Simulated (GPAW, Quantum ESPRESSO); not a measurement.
# HfO2 (Fm-3m): the O K absorption edge

Aim: the O K edge of HfO2 (Fm-3m) by two routes, a Lanczos recursion (XSpectra) and a sum over empty bands (GPAW), to see which features are robust.

Calculated with Quantum ESPRESSO 7.5; core-hole supercells, plane-wave PAW PBE, without spin-orbit coupling (first program; GPAW 26.7.0 follows as the second).

### Step 1. The structure

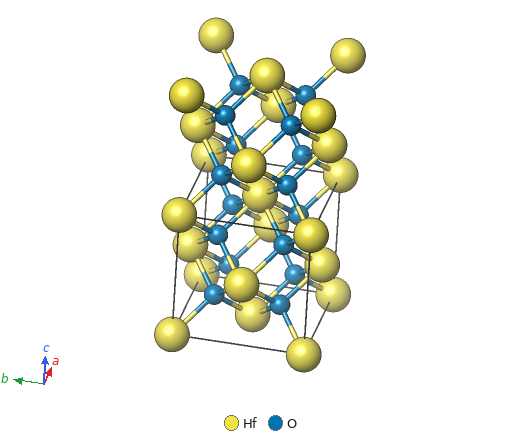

Start, viewed from a free direction; hafnium yellow, oxygen blue. 1×1×2 cells are drawn. This picture shows the conventional cell, with its axes. Some periodic images of atoms are drawn too.

### Step 2. The field without a hole (Quantum ESPRESSO)

A plain self-consistent run shows whether there is a gap, which decides the set-up of the core-hole run.

The PAW data sets are made with ld1.x, with reconstruction data.

The input, scf.in:

```
&control
   calculation='scf', prefix='x', pseudo_dir='../pp', outdir='tmp', tprnfor=.true.
/
&system
   ibrav=0, nat=3, ntyp=3, nbnd=16
   ecutwfc=50, ecutrho=360
   occupations='smearing', smearing='mv', degauss=0.015
/
&electrons
   conv_thr=3.0e-08, electron_maxstep=120
   mixing_beta=0.5
/
ATOMIC_SPECIES
Hf 1.0 Hf.pbe-spn-kjpaw.UPF
O3 1.0 O.pbe-n-kjpaw.UPF
O 1.0 O.pbe-n-kjpaw.UPF
CELL_PARAMETERS angstrom
  0.00000000 2.55750000 2.55750000
  2.55750000 0.00000000 2.55750000
  2.55750000 2.55750000 0.00000000
ATOMIC_POSITIONS crystal
Hf   0.00000000 0.00000000 0.00000000
O3   0.75000000 0.75000000 0.75000000
O    0.25000000 0.25000000 0.25000000
K_POINTS automatic
9 9 9 0 0 0
```

On the command line:

```bash
> OMP_NUM_THREADS=1 mpirun --oversubscribe --bind-to none -np 4 pw.x -nk 4 -in scf.in > scf.out
```

The program printed:

```text
     [... banner and references ...]
using ibrav=0 with symmetry is DISCOURAGED, use correct ibrav instead

     G-vector sticks info
     --------------------

     Using Slab Decomposition

     bravais-lattice index     =            0
     lattice parameter (alat)  =       6.8349  a.u.
     unit-cell volume          =     225.7738 (a.u.)^3
     number of atoms/cell      =            3
     number of atomic types    =            3
     number of electrons       =        24.00
     number of Kohn-Sham states=           16
     kinetic-energy cutoff     =      50.0000  Ry
     charge density cutoff     =     360.0000  Ry
     scf convergence threshold =      3.0E-08
     mixing beta               =       0.5000
     number of iterations used =            8  plain     mixing
     Exchange-correlation= SLA  PW   PBX  PBC
                           (   1   4   3   4   0   0   0)

     celldm(1)=   6.834858  celldm(2)=   0.000000  celldm(3)=   0.000000
     celldm(4)=   0.000000  celldm(5)=   0.000000  celldm(6)=   0.000000

     crystal axes: (cart. coord. in units of alat)
               a(1) = (   0.000000   0.707107   0.707107 )
               a(2) = (   0.707107   0.000000   0.707107 )
               a(3) = (   0.707107   0.707107   0.000000 )

     reciprocal axes: (cart. coord. in units 2 pi/alat)
               b(1) = ( -0.707107  0.707107  0.707107 )
               b(2) = (  0.707107 -0.707107  0.707107 )
               b(3) = (  0.707107  0.707107 -0.707107 )

     PseudoPot. #1 for Hf:     Pseudo is Projector augmented-wave + core cor, Zval = 12.0

     ../pp/O.pbe-n-kjpaw.UPF
     Pseudo is Projector augmented-wave + core cor, Zval =  6.0
     Shape of augmentation charge: PSQ
     Using radial grid of 1095 points,  4 beta functions with:
                l(1) =   0
                l(2) =   0
                l(3) =   1
                l(4) =   1
     Q(r) pseudized with 0 coefficients

     ../pp/O.pbe-n-kjpaw.UPF
     Pseudo is Projector augmented-wave + core cor, Zval =  6.0
     Shape of augmentation charge: PSQ
     Using radial grid of 1095 points,  4 beta functions with:
                l(1) =   0
                l(2) =   0
                l(3) =   1
                l(4) =   1
     Q(r) pseudized with 0 coefficients

     atomic species   valence    mass     pseudopotential
     Hf               12.00     1.00000     Hf( 1.00)
     O3                6.00     1.00000     O ( 1.00)
     O                 6.00     1.00000     O ( 1.00)

     24 Sym. Ops. (no inversion) found

   Cartesian axes

     site n.     atom                  positions (alat units)
         1        Hf     tau(   1) = (   0.0000000   0.0000000   0.0000000  )
         2        O3     tau(   2) = (   1.0606602   1.0606602   1.0606602  )
         3        O      tau(   3) = (   0.3535534   0.3535534   0.3535534  )

     number of k points=    35  Marzari-Vanderbilt smearing, width (Ry)=  0.0150
                       cart. coord. in units 2pi/alat
        k(    1) = (   0.0000000   0.0000000   0.0000000), wk =   0.0027435
        k(    2) = (   0.0785674   0.0785674  -0.0785674), wk =   0.0219479
        k(    3) = (   0.1571348   0.1571348  -0.1571348), wk =   0.0219479
        k(    4) = (   0.2357023   0.2357023  -0.2357023), wk =   0.0219479
        k(    5) = (   0.3142697   0.3142697  -0.3142697), wk =   0.0219479
[...]
k(   33) = (  -0.0785674  -0.5499719   0.7071068), wk =   0.0658436
        k(   34) = (  -0.0000000  -0.4714045   0.6285394), wk =   0.0658436
        k(   35) = (  -0.0785674  -0.3928371   0.7071068), wk =   0.0658436

     Dense  grid:    26133 G-vectors     FFT dimensions: (  45,  45,  45)

     Smooth grid:    10849 G-vectors     FFT dimensions: (  32,  32,  32)

     Initial potential from superposition of free atoms

     starting charge      23.9981, renormalised to      24.0000
[...]
estimated scf accuracy    <       0.04599347 Ry

     iteration #  4     ecut=    50.00 Ry     beta= 0.50
     Davidson diagonalization with overlap
     ethr =  1.92E-04,  avg # of iterations =  5.9

     total energy              =    -780.00013758 Ry
     estimated scf accuracy    <       0.29637260 Ry

     iteration #  5     ecut=    50.00 Ry     beta= 0.50
     Davidson diagonalization with overlap
     ethr =  1.92E-04,  avg # of iterations =  4.8

     total energy              =    -780.04078356 Ry
     estimated scf accuracy    <       0.00473016 Ry

[...]
total energy              =    -780.04269790 Ry
[...]
iteration # 10     ecut=    50.00 Ry     beta= 0.50
     Davidson diagonalization with overlap
     ethr =  6.24E-08,  avg # of iterations =  6.3

     total energy              =    -780.04273528 Ry
     estimated scf accuracy    <       0.00000063 Ry

     iteration # 11     ecut=    50.00 Ry     beta= 0.50
     Davidson diagonalization with overlap
     ethr =  2.61E-09,  avg # of iterations =  5.8

     total energy              =    -780.04273587 Ry
     estimated scf accuracy    <       0.00000005 Ry

     iteration # 12     ecut=    50.00 Ry     beta= 0.50
     Davidson diagonalization with overlap
     ethr =  2.29E-10,  avg # of iterations =  2.7

     End of self-consistent calculation

          k = 0.0000 0.0000 0.0000 (  1363 PWs)   bands (ev):

   -49.3312 -17.7801 -17.7801 -17.7801  -6.6241  -3.7756   6.7618   6.7618
     6.7618  11.2740  11.2740  11.2740  15.8153  15.8153  17.5683  22.0730

          k = 0.0786 0.0786-0.0786 (  1363 PWs)   bands (ev):

   -49.3298 -17.8278 -17.7855 -17.7855  -6.4697  -3.8989   6.8764   6.8764
     7.0706  10.9128  11.0612  11.0612  16.0327  16.0327  18.0677  21.5241

          k = 0.1571 0.1571-0.1571 (  1351 PWs)   bands (ev):

   -49.3263 -17.9455 -17.7986 -17.7986  -6.0809  -4.1750   7.1746   7.1746
[...]
k = 0.2357 0.2357-0.2357 (  1356 PWs)   bands (ev):

[...]
k = 0.3143 0.3143-0.3143 (  1356 PWs)   bands (ev):

[...]
k = 0.1571 0.0000-0.0000 (  1355 PWs)   bands (ev):

[...]
k =-0.2357-0.3928 0.3928 (  1352 PWs)   bands (ev):

[...]
k =-0.1571-0.3143 0.3143 (  1351 PWs)   bands (ev):

[...]
k =-0.0786-0.2357 0.2357 (  1352 PWs)   bands (ev):

[...]
k =-0.0000-0.1571 0.1571 (  1361 PWs)   bands (ev):

[...]
k =-0.1571-0.4714 0.4714 (  1352 PWs)   bands (ev):

[...]
k = 0.3143 0.1571-0.0000 (  1351 PWs)   bands (ev):

[...]
k = 0.3928 0.2357-0.0786 (  1349 PWs)   bands (ev):

[...]
k = 0.4714 0.1571-0.0000 (  1354 PWs)   bands (ev):

[...]
k =-0.0786-0.5500 0.7071 (  1343 PWs)   bands (ev):

[...]
k =-0.0000-0.4714 0.6285 (  1340 PWs)   bands (ev):

[...]
8.8949   9.8219  10.5941  11.6298  16.3272  17.2235  18.6187  19.2309

          k =-0.0786-0.3928 0.7071 (  1349 PWs)   bands (ev):

   -49.3157 -18.0688 -18.0100 -17.8852  -4.7980  -4.7927   6.7186   7.1586
     9.1517   9.5694  10.6518  11.5075  16.6068  17.0280  18.8258  19.0062

     the Fermi energy is    14.6781 ev

!    total energy              =    -780.04273587 Ry
     total all-electron energy =    -30458.498699 Ry
     estimated scf accuracy    <       0.00000002 Ry
     smearing contrib. (-TS)   =      -0.00000000 Ry
     internal energy E=F+TS    =    -780.04273587 Ry

     The total energy is F=E-TS. E is the sum of the following terms:
     one-electron contribution =     -23.94108288 Ry
     hartree contribution      =      28.25442195 Ry
     xc contribution           =     -56.51358007 Ry
     ewald contribution        =    -134.46672623 Ry
     one-center paw contrib.   =    -593.37576864 Ry

     convergence has been achieved in  12 iterations

     Forces acting on atoms (cartesian axes, Ry/au):

     atom    1 type  1   force =     0.00000000   -0.00000000   -0.00000000
     atom    2 type  2   force =     0.00000000    0.00000000    0.00000000
     atom    3 type  3   force =     0.00000000    0.00000000    0.00000000

     Total force =     0.000000     Total SCF correction =     0.000000

     XML data file, charge density, pseudopotentials, collected wavefunctions

=------------------------------------------------------------------------------=
   JOB DONE.
=------------------------------------------------------------------------------=
```

The job ended after 6.2 s (4 MPI ranks of Arm Neoverse V2, shared host; peak memory 0.08 GiB; 24 s of CPU time).

Absorbing atoms carry a label of their own (element plus a letter or digit), as the spectrum program needs them as separate species.

The mesh shows a gap of 3.97 eV, so the hole is first treated in a charged cell, without the excited electron.

### Step 3. Spectrum without a core hole, O atom 2 (Quantum ESPRESSO)

This cheap baseline ignores the attraction of the hole: it shows the absorber's empty states as they are in the ground state.

The absorber has 4 Hf at 2.21 Å (tetrahedral, site symmetry -43m).

The input, xspectra.in:

```
&input_xspectra
   calculation='xanes_dipole', edge='K'
   prefix='x', outdir='tmp', xiabs=2, xe0=13.7822
   xonly_plot=.false., x_save_file='xanes.sav'
   xniter=3000, xcheck_conv=20, xerror=0.005
   xcoordcrys=.false., xepsilon(1)=1, xepsilon(2)=0, xepsilon(3)=0
/
&plot
   xnepoint=413, xemin=-10, xemax=45, terminator=.true., cut_occ_states=.true.
   xgamma=0.4
/
&pseudos
   filecore='../O.wfc'
/
&cut_occ
   cut_desmooth=0.1, cut_stepl=0.05, cut_stepu=0.05, cut_ierror=1e-5
/
8 8 8 0 0 0
```

On the command line:

```bash
> OMP_NUM_THREADS=1 mpirun --oversubscribe --bind-to none -np 4 xspectra.x -nk 4 -in xspectra.in > xspectra.out
```

The program printed:

```text
     [... banner and references ...]
Reading input_file

     calculation: xanes_dipole

     xepsilon  [cartesian coordinates]:   1.000000   0.000000   0.000000

     xonly_plot: FALSE
        => complete calculation: Lanczos + spectrum plot

     filecore (core-wavefunction file): ../O.wfc

     main plot parameters:
        cut_occ_states: TRUE
        gamma_mode:  constant
        -> using xgamma [eV]:  0.40
        xemin [eV]: -10.00
        xemax [eV]:  45.00
        xnepoint:  413
        xe0 [eV]:  13.782200 (energy zero read in input file)

[...]
Results of STEP 1 successfully written in x_save_file
     x_save_file name:
     ->  xanes.sav
     x_save_file version:  2

     ... End STEP 1 ...

     ... Begin STEP 2 ...

     The spectrum is calculated using the following parameters:
        xe0 [eV]:   13.7822
        the occupied states are elimintate from the spectrum
        xemin [eV]: -10.00
        xemax [eV]:  45.00
        xnepoint:  413
        constant broadening parameter [eV]:    0.400
        Core level energy [eV]:  -543.1
         (from electron binding energy of neutral atoms in X-ray data booklet)

     Cross-section successfully written in xanes.dat

     ... End STEP 2 ...

                                END JOB XSpectra
```

Elapsed: 18 s, on 4 MPI ranks; peak memory 0.09 GiB; 70 s of CPU time.

The O K spectrum, O atom 2, no core hole (energy from the lowest empty level; intensity scaled to a mean of 1 over the first 20 eV; the points at xe0, where the cut of filled states can leave a spike, are interpolated):

```csv
E (eV),intensity
-2.0,0.06
-0.5,0.21
1.0,1.04
2.5,0.42
4.0,1.58
5.5,2.04
7.0,1.03
8.5,1.24
10.0,0.89
11.5,0.90
13.0,1.15
14.5,0.80
16.0,0.87
17.5,0.72
19.0,0.59
20.5,0.81
22.0,1.29
23.5,0.85
25.0,0.52
26.5,0.55
28.0,0.38
29.5,0.69
31.0,0.64
```

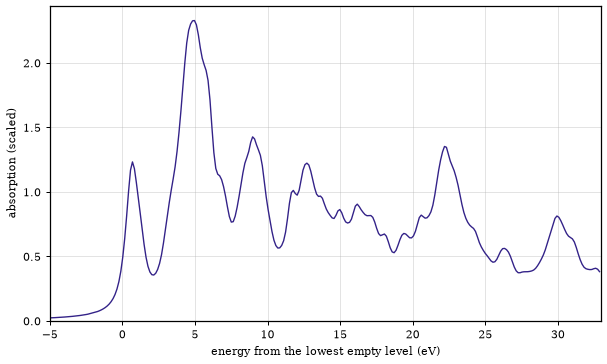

The O K edge, O atom 2, no core hole: main maxima at 5.0, 9.0 and 22.2 eV.

Main maxima below 24 eV (height): 0.7 eV (1.23), 5.0 eV (2.33), 9.0 eV (1.43), 12.7 eV (1.22), 16.2 eV (0.91) and 22.2 eV (1.35). A K edge sees empty p states; the first features are O p mixed into the empty d states of the Hf neighbours, and the broad ones above probably into the cations' higher empty bands.

### Step 4. Another broadening

The final state's lifetime shortens with energy, so measured features broaden above the edge; the saved Lanczos coefficients are redrawn with a width that grows.

The input, xspectra_plot.in:

```
&input_xspectra
   calculation='xanes_dipole', edge='K'
   prefix='x', outdir='tmp', xiabs=2, xe0=13.7822
   xonly_plot=.true., x_save_file='xanes.sav'
   xniter=3000, xcheck_conv=20, xerror=0.005
   xcoordcrys=.false., xepsilon(1)=1, xepsilon(2)=0, xepsilon(3)=0
/
&plot
   xnepoint=413, xemin=-10, xemax=45, terminator=.true., cut_occ_states=.true.
   gamma_mode='variable', gamma_energy(1)=4, gamma_energy(2)=25, gamma_value(1)=0.3, gamma_value(2)=2.5
/
&pseudos
   filecore='../O.wfc'
/
&cut_occ
   cut_desmooth=0.1, cut_stepl=0.05, cut_stepu=0.05, cut_ierror=1e-5
/
8 8 8 0 0 0
```

On the command line:

```bash
> OMP_NUM_THREADS=1 xspectra.x -in xspectra_plot.in > xspectra_plot.out
```

The program printed:

```text
     [... banner and references ...]
Reading input_file
     -------------------------------------------------------------------------

     calculation: xanes_dipole

     xonly_plot: TRUE
        => only the spectrum plot

     main plot parameters:
        cut_occ_states: TRUE
        gamma_mode:  variable
        -> first, constant up to point ( 4.00, 0.30) [eV]
        -> then, linear up to point (25.00, 2.50) [eV]
        -> finally, constant up to xemax
        xemin [eV]: -10.00
        xemax [eV]:  45.00
        xnepoint:  413
[...]
xemin [eV]: -10.00
        xemax [eV]:  45.00
        xnepoint:  413
        energy-dependent broadening parameter:
         -> first, constant up to point ( 4.00, 0.30) [eV]
         -> then, linear up to point (25.00, 2.50) [eV]
         -> finally, constant up to xemax
        Core level energy [eV]:  -543.1
         (from electron binding energy of neutral atoms in X-ray data booklet)

     Cross-section successfully written in xanes.dat

     -------------------------------------------------------------------------
                                END JOB XSpectra
     -------------------------------------------------------------------------
[key lines of the parts left out:]
Fermi level [eV]:  11.7969
```

Wall time 4.3 s (1 MPI rank); peak memory 0.06 GiB.

With a Lorentzian half width 0.3 eV up to 4 eV, rising linearly to 2.5 eV at 25 eV (counted from xe0, 2.0 eV below the zero used here), the maxima are 0.7 eV (1.47), 4.8 eV (2.12), 8.8 eV (1.16), 12.6 eV (0.96) and 21.9 eV (0.82).

### Step 5. Supercell without a hole, the energy reference (Quantum ESPRESSO)

The photon energy needs a difference of total energies, so the cell and mesh of the coming hole run are first run without a hole.

The input, scf.in:

```
&control
   calculation='scf', prefix='x', pseudo_dir='../pp', outdir='tmp', tprnfor=.true.
/
&system
   ibrav=0, nat=18, ntyp=2, nbnd=76
   ecutwfc=50, ecutrho=360
   occupations='fixed'
/
&electrons
   conv_thr=1.8e-07, electron_maxstep=120
   mixing_beta=0.5
/
ATOMIC_SPECIES
Hf 1.0 Hf.pbe-spn-kjpaw.UPF
O 1.0 O.pbe-n-kjpaw.UPF
CELL_PARAMETERS angstrom
  2.55750000 5.11500000 -2.55750000
  5.11500000 -2.55750000 2.55750000
  2.55750000 -5.11500000 -2.55750000
ATOMIC_POSITIONS crystal
Hf   0.00000000 0.00000000 0.00000000
Hf   0.50000000 0.00000000 0.50000000
Hf   0.00000000 0.33333333 0.33333333
Hf   0.50000000 0.66666667 0.16666667
Hf   0.50000000 0.33333333 0.83333333
Hf   0.00000000 0.66666667 0.66666667
O    0.37500000 0.00000000 0.12500000
O    0.87500000 0.00000000 0.62500000
O    0.37500000 0.33333333 0.45833333
O    0.87500000 0.66666667 0.29166667
O    0.87500000 0.33333333 0.95833333
O    0.37500000 0.66666667 0.79166667
O    0.12500000 0.33333333 0.70833333
O    0.62500000 0.33333333 0.20833333
O    0.12500000 0.66666667 0.04166667
O    0.62500000 0.00000000 0.87500000
O    0.62500000 0.66666667 0.54166667
O    0.12500000 0.00000000 0.37500000
K_POINTS automatic
3 4 4 0 0 0
```

On the command line:

```bash
> OMP_NUM_THREADS=1 mpirun --oversubscribe --bind-to none -np 4 pw.x -nk 4 -in scf.in > scf.out
```

The program printed:

```text
     [... banner and references ...]
[banner, memory and clock lines left out]
Found identity + (  0.5000 -0.0000  0.5000) symmetry
     This is a supercell, fractional translations are disabled
     using ibrav=0 with symmetry is DISCOURAGED, use correct ibrav instead

     G-vector sticks info

     bravais-lattice index     =            0
     lattice parameter (alat)  =      11.8383  a.u.
     unit-cell volume          =    1354.6427 (a.u.)^3
     number of atoms/cell      =           18
[...]
atom    2 type  1   force =    -0.00000000    0.00000000   -0.00000000
     atom    3 type  1   force =    -0.00000070    0.00000000   -0.00000070
[...]
atom   17 type  2   force =    -0.00000245    0.00000029    0.00000122
     atom   18 type  2   force =     0.00000053   -0.00000040   -0.00000053

     Total force =     0.000011     Total SCF correction =     0.000035
     SCF correction compared to forces is large: reduce conv_thr to get better values

     XML data file, charge density, pseudopotentials, collected wavefunctions
[key lines of the parts left out:]
!    total energy              =   -4680.25642067 Ry
convergence has been achieved in  14 iterations
```

It took 3.1 min on 4 MPI ranks; peak memory 0.34 GiB.

Reference energy: -2486453.918 eV with the cores included.

(Continued in part 2 of 5.)

[Banner, clock and machine lines of the logs are left out without a mark of their own.]

[Logs are printed without paths, hosts, clocks, repeated set-up lines and the standing remarks that a program may print on its own settings, such as how far it seeks lower states.]

[Hosts, paths, dates, database ids (printed as entryN), source tags and the programs' standing remarks are cut or masked in the printed files.]

[Lists of maxima count a maximum above −3 eV only where it reaches 4 % of the highest in the window and stands out from its surroundings by 2 % of it (1.5 % where it reaches 55 %); shoulders and weaker maxima are passed over, and of the rest the first, up to two pre-edge ones and the few strongest are named.]
